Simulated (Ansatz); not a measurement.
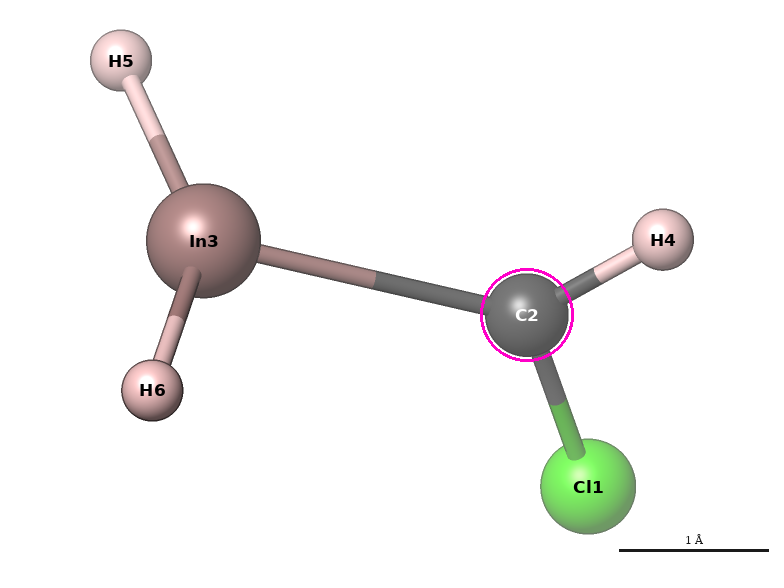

Orthographic view. Distant atoms are faded towards the background colour. Charge +1, singlet. Computed geometry: PBE-D4/def2-SVP optimisation. No frequency run is at hand to confirm it as a minimum.

> Which atoms are bonded to the circled atom?

The circled atom is C2; it is bonded to Cl1, In3, H4.

> Which atom is nearest the viewer?

H6, 1.7 Å in front of the mean position.

> Of In3 and H5, which is nearer the viewer?

In3; the bond to H5 points away from the viewer, so it looks shorter than its 1.71 Å.

> Which atom is farthest from the viewer?

Cl1, 1.4 Å behind the mean position.
